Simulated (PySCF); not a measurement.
# C7H11NOSi (SMILES CCC1=CC(NC=O)=C[SiH2]1): what the fields show

Input

```
{"job": {"kind": "nmr", "xc": "PBE0", "basis": "pcSseg-1"}, "charge": 0, "multiplicity": 1}
C     -2.621069     0.842906     0.890190
C     -2.124876     0.736616    -0.547190
C     -0.714382     0.268382    -0.695176
C      0.117364    -0.050881     0.305584
C      1.454047    -0.484102    -0.093125
N      2.417785    -0.846061     0.851975
C      2.330109    -0.867841     2.204592
O      1.382980    -0.576044     2.886614
C      1.710994    -0.516924    -1.415183
Si     0.184383     0.032993    -2.349622
H     -2.574289    -0.124879     1.383334
H     -2.013943     1.547350     1.453346
H     -3.652912     1.187987     0.904368
H     -2.772009     0.051836    -1.105545
H     -2.213288     1.712905    -1.035614
H     -0.124505    -0.011253     1.353538
H      3.300072    -1.127483     0.445174
H      3.289395    -1.206101     2.646951
H      2.667225    -0.822914    -1.806163
H      0.357738     1.282441    -3.092948
H     -0.409739    -1.011989    -3.185572
```

Launched as:

```sh
OMP_NUM_THREADS=1 python probes_run.py task.json out
```

Geometry: GFN2-xTB.

Method: PBE0/pcSseg-1, SCF density, gas phase, non-relativistic (PySCF).

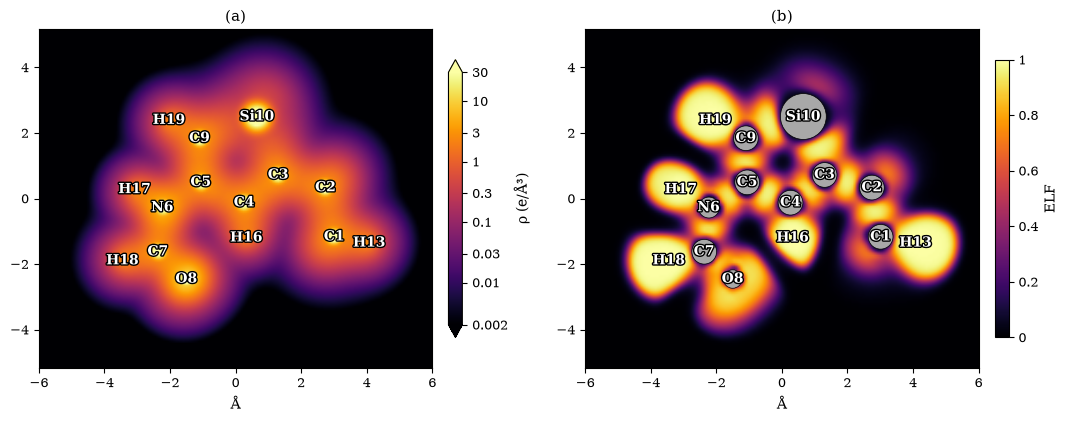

Figure 1. (a) electron density; (b) ELF on the plane of atoms C3, C4 and C5. Grey discs cover the atomic cores in the ELF map.

### What do the fields say about this system?

The plane passes through C, N, O, Si and H nuclei.
C–O (1.20 Å): ρ at the midpoint is about 3.3 e/Å³; the ELF peaks at about 0.85 between the atoms; a multiple bond.
C–C (1.34 Å): ρ is about 2.3 e/Å³ halfway; the ELF peaks at about 0.90 between the atoms: a multiple bond.
C–N (1.36 Å): ρ at the midpoint is about 2.3 e/Å³; the ELF peaks at about 0.90 between the atoms; a covalent bond.
C–Si (1.87 Å): the density is about 0.93 e/Å³ at the midpoint; the ELF peaks at about 0.95 between the atoms (a shared electron pair).
N–H (1.01 Å): ρ is about 2.9 e/Å³ halfway; the ELF climbs to about 1 towards the hydrogen, as it does in any bond to H: a covalent bond by its length.
The ELF also peaks beside O8, away from the bonds: lone-pair regions.

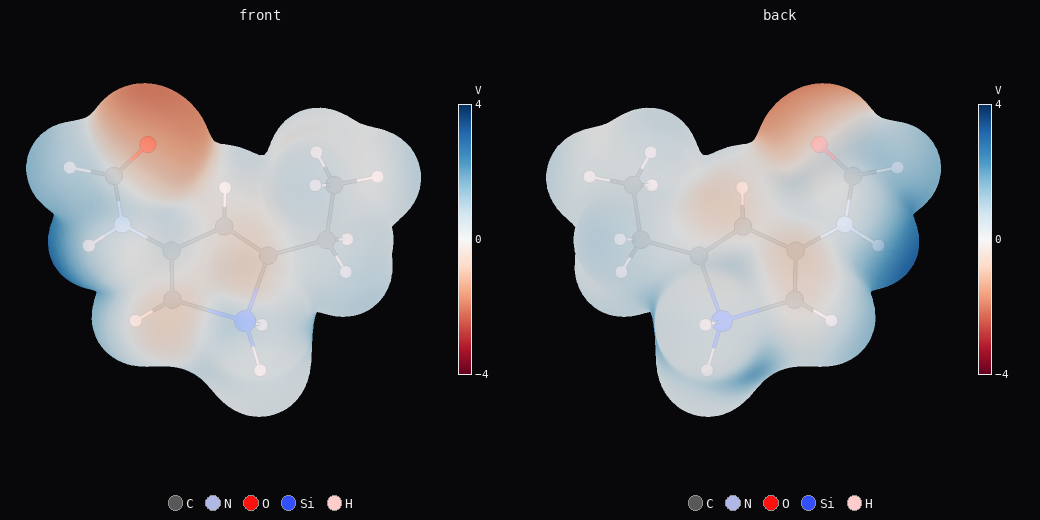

Figure 2. The molecular electrostatic potential painted on the density surface at 0.004 e/bohr³, seen from the front and from behind; the colour scale runs from red (negative) to blue (positive).

### Where is the surface potential most negative and most positive?

The most negative region (about −2.0 V) lies over O8, the most positive (about +3.0 V) over H17. O8 is the likeliest acceptor of a hydrogen bond.

### How polar is the molecule by this calculation?

Its dipole moment is 2.66 D.
